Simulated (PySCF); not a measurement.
# C2H6N2, SMILES `CN=NC`: electronic structure

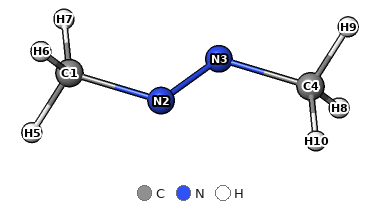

The molecule, with its atoms numbered as below. No frequency check shows the geometry to be a minimum.

Geometry (Å), atoms numbered from 1:

```
C1       1.7830    0.0696   -0.0003
N2       0.4437   -0.4366   -0.0005
N3      -0.4437    0.4366   -0.0005
C4      -1.7830   -0.0696   -0.0003
H5       2.2879   -0.3306    0.8798
H6       2.2879   -0.3306   -0.8806
H7       1.8257    1.1636    0.0061
H8      -2.2879    0.3306    0.8798
H9      -2.2879    0.3306   -0.8806
H10     -1.8257   -1.1636    0.0061
```

Part 1: Bonding charge

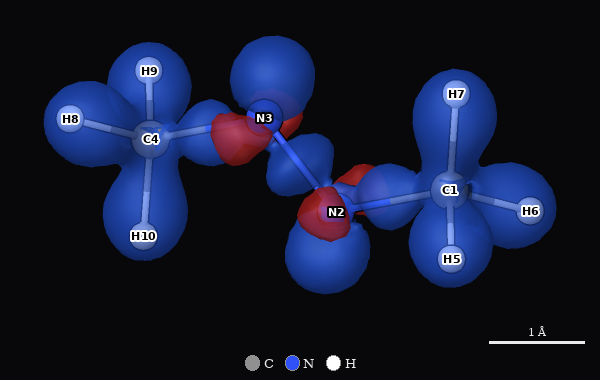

Deformation density (molecule less spherical, spin-averaged free atoms at the same positions), surfaces at ±0.15 e/Å³; blue: gain, red: loss.

Computed with PySCF, LDA (SVWN)/6-31G*, geometry: GFN2-xTB.

**Describe the bonding that the map shows.**

C1–H7 and C4–H10: +0.62 e/Å³ at the bond critical point (bond length 1.09 Å, Mayer order 0.9). C1–H5, C4–H8, C1–H6 and C4–H9: +0.61 e/Å³ at the bond critical point (bond length 1.09 Å, Mayer order 0.9). N2–N3: +0.55 e/Å³ at the bond critical point (bond length 1.25 Å, Mayer order 1.8). C1–N2 and N3–C4: +0.37 e/Å³ at the bond critical point (bond length 1.43 Å, Mayer order 1.0). In all, 2.0 electrons gather in the regions of gain relative to the promolecule.

**Where do the Hirshfeld charges lie?**

The highest Hirshfeld charge is on H5, H6, H8 and H9 (+0.06 e), the lowest on N2 and N3 (−0.08 e).

```json
{"atom": "C1", "charge (e)": "−0.07"}
{"atom": "N2", "charge (e)": "−0.08"}
{"atom": "N3", "charge (e)": "−0.08"}
{"atom": "C4", "charge (e)": "−0.07"}
{"atom": "H5", "charge (e)": "+0.06"}
{"atom": "H6", "charge (e)": "+0.06"}
{"atom": "H7", "charge (e)": "+0.04"}
{"atom": "H8", "charge (e)": "+0.06"}
{"atom": "H9", "charge (e)": "+0.06"}
{"atom": "H10", "charge (e)": "+0.04"}
```

Part 2: Bond critical points

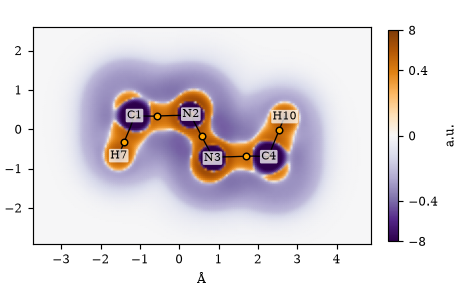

Negative Laplacian of the density (−∇²ρ) in the plane of C1, N2, N3, C4, H7 and H10 (orange positive, purple negative, colour scale in a.u., logarithmic beyond ±0.04), with bond paths and bond critical points (dots).

**At which bond critical points in this plane is charge locally concentrated, and at which depleted?**

Concentrated (∇²ρ < 0): N2–N3 (−1.07 a.u.); C1–N2 and N3–C4 (−0.85 a.u.); C1–H7 and C4–H10 (−0.91 a.u.). At none is it depleted.

**Where along C1–H7 does the critical point lie?**

0.72 Å from C1 and 0.38 Å from H7.

Part 3: Electrostatic potential

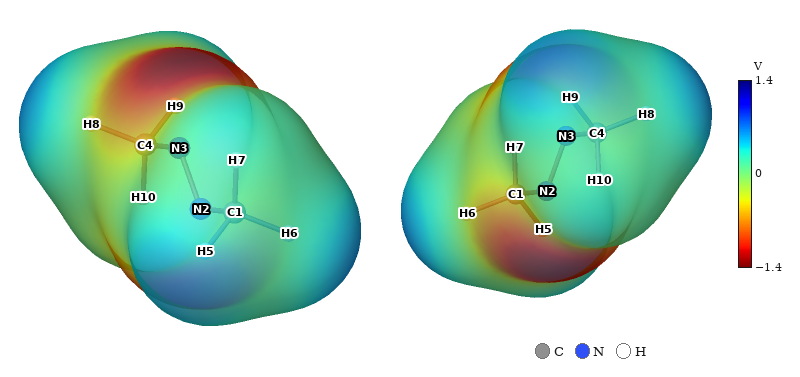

Electrostatic potential on the surface of electron density 0.001 a.u. (back view left, front view right).

**Where are the extremes of the potential on the surface?**

Highest: 0.62 V, 1.3 Å from H8, and at like points elsewhere. Further maxima include 0.30 V, 1.4 Å from H10. Lowest: −1.35 V, 1.9 Å from N3. The surface is sampled at points, so like sites can differ by a few per cent and only the strongest of them is named.

**What volume does the surface enclose, and what is the dipole moment?**

About 91 Å³; the dipole moment is 0.0 D.

Part 4: Localised orbitals

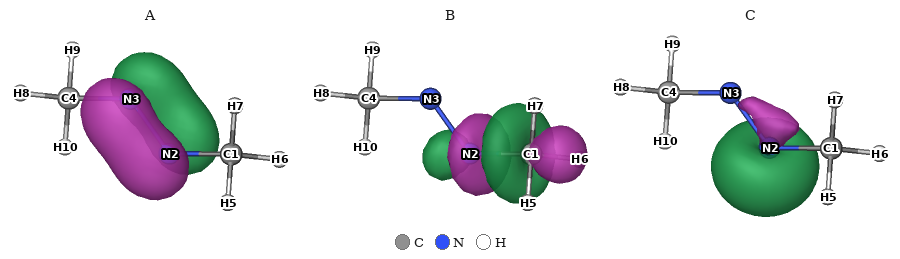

Intrinsic bond orbitals (IBO), occupied and valence-virtual; each surface holds about 80 % of the orbital's density. Energies are diagonal elements of the Fock matrix.

Computed with PySCF, BLYP/def2-SVP, geometry: GFN2-xTB.

**Identify each orbital.**

By panel:
- A: π bond N2–N3 (N2 49 %, N3 49 %; −9.0 eV)
- B: σ* orbital C1–N2 (C1 57 %, N2 42 %; 8.1 eV)
- C: lone pair on N2 (sp1.5-type) (N2 98 %; −8.2 eV)

**How do all the valence pairs divide up?**

12 pairs: 9 σ bonds, 2 lone pairs and 1 two-centre π bond.

Part 5: Stretching a bond

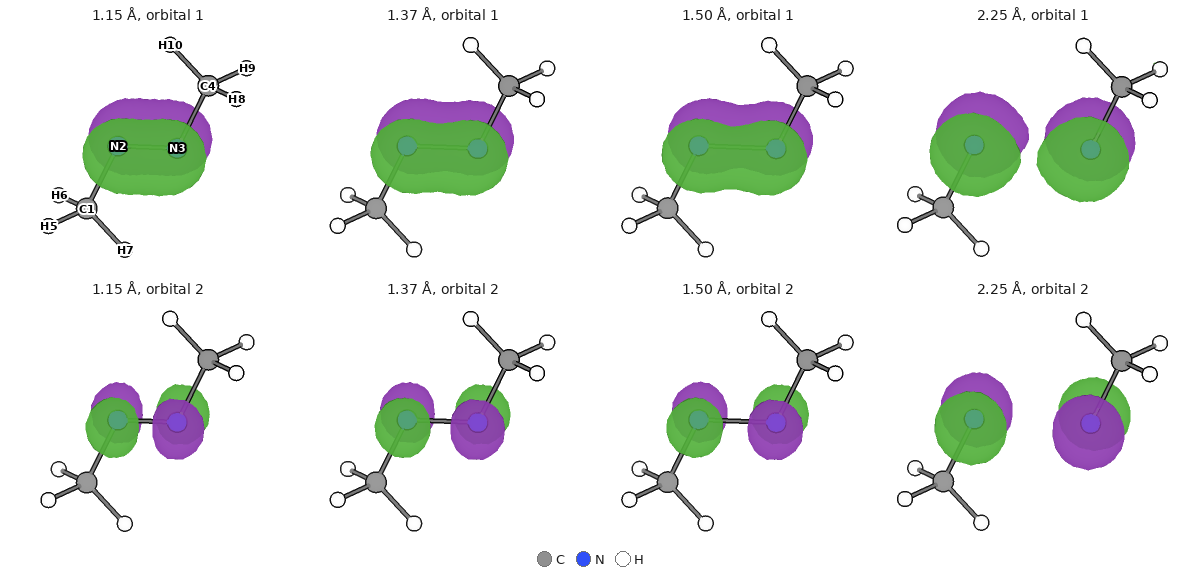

Rigid stretch of the N2–N3 bond. The two CASSCF(4,4) natural orbitals nearest half filling (orbital 1 the more occupied).

PySCF calculation, def2-SVP basis, gas phase; geometry: GFN2-xTB.

**How do the occupations change along the stretch?**

1.15 Å: 1.94 and 0.06; 1.37 Å: 1.88 and 0.12; 1.50 Å: 1.82 and 0.18; 2.25 Å: 1.20 and 0.80. At the longest distance computed (3.50 Å) they are 1.01 and 0.99, and the effective number of unpaired electrons is 4.0.

UHF's ⟨S²⟩ passes 1 along the scan (up to 2.04), so it also polarises electrons outside the stretched bond; its energy lowering isn't due to that bond alone.

UHF already breaks spin symmetry near equilibrium here (⟨S²⟩ = 0.22 at 1.25 Å), for reasons apart from this bond.

**How much energy does the stretch cost?**

By CASSCF, 4.4 eV from the lowest point of the scan (1.25 Å) to 3.50 Å; RHF gives 15.3 eV from its own lowest point. The fragments aren't relaxed and dynamic correlation is missing, so this isn't a bond dissociation energy.
